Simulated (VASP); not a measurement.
Band structure of ScTe (relaxed from the wurtzite structure, space group P6_3mc). Level of theory: PBEsol GGA, VASP's PBE PAW potentials (set 64) (plane waves; VASP).

Unless said otherwise, spin-orbit coupling is left out, though it shifts the bands of the heavy elements here.

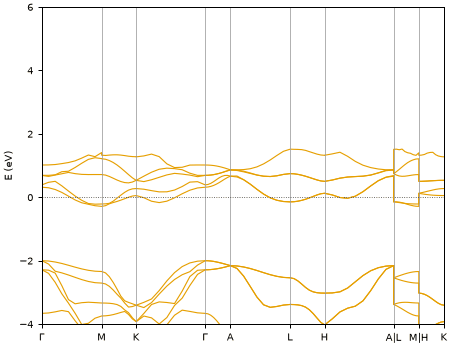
*Bands along high-symmetry lines, zero at the valence-band maximum or, without a gap, the Fermi level*

Problem. Read the plot: is there a gap, and where are the band edges?

Solution. It has no gap at this level: it comes out as a metal or semimetal. (Edges off the drawn lines would not show.)

The structure was generated: ScTe was put into the wurtzite type (P6_3mc), which need not be its known phase. It was relaxed first, which changed the volume by -29 %.
